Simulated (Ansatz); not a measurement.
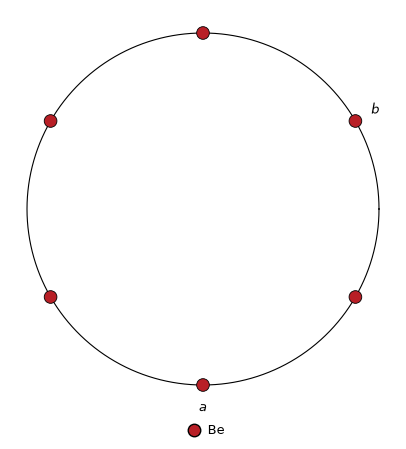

For BeB, coordinates from a relaxation with Ansatz 0.2.0, DFT PBE, scalar-relativistic, plane waves, PAW; the starting structure was generated, so it need not be a known form of this composition: directions from one beryllium atom at (0, 0, 1/2) to its bonded neighbours, in stereographic projection down c (filled: above the plane of the page or in it, open: below). The drawing is computed from the coordinates (standard cell, symmetry found to 0.002 Å).

Neighbours are counted up to 2.26 Å for Be; other elements are left out.

```
Be B
1.0
     1.96139    0.00000    0.00000
    -0.98069    1.69861    0.00000
     0.00000    0.00000    5.06949
Be B
1 1
Direct
  0.00000 0.00000 0.50000
  0.00000 0.00000 0.00000
```

How many neighbours are there, and at what angles?

6: 6 Be at 1.96 Å. Angles between bonds: 60° (6×), 120° (6×), 180° (3×).

What is the site's symmetry in the crystal?

Point group 6/mmm (D6h), order 24: one sixfold axis, six twofold axes, seven mirror planes, an inversion centre. In No. 191, P6/mmm this is Wyckoff position 1b.
